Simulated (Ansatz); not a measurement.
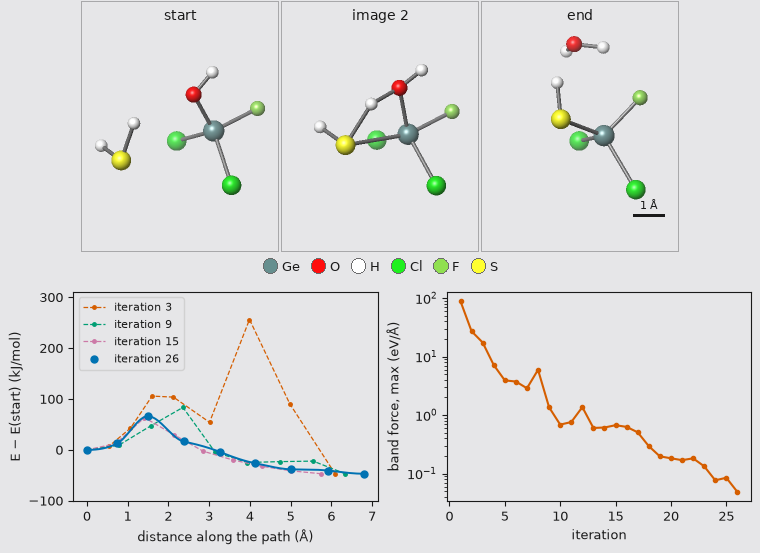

A nudged-elastic-band calculation for GeH$_{3}$SOCl$_{2}$F, made up at the start of GeHOCl$_{2}$F and H₂S. Images are numbered from 0 (start) to 8 (end). The plot follows the band through its iterations. A ball-and-stick model, seen from a free direction.

Computed with RKS PBE0-D4/def2-SVP in Ansatz 0.2.0. Settings: 7 movable images; climbing image; force threshold 0.05 eV/Å; iteration limit 60; starting path through a guess of the saddle point.

> Judge this run.

The result is final at these settings. The band converged in 26 iterations. The largest component of the band force went from 88 to 0.049 eV/Å. The climbing image converged on the top of the path. Its vibrational analysis gives one imaginary mode (1008i cm⁻¹), as a transition state must have. The first iteration put the highest image at 2455.5 kJ/mol. The energy climbs by 66.1 kJ/mol to image 2 and then falls by 112.9 kJ/mol, so the end point sits at −46.8 kJ/mol.

Limits of the set-up: the start holds two separate molecules, 2.3 Å apart at their closest, whose relative position is a soft coordinate.

The run took 8.1 min on 4 threads of Arm Neoverse V1 (shared host), peak memory 0.37 GiB.
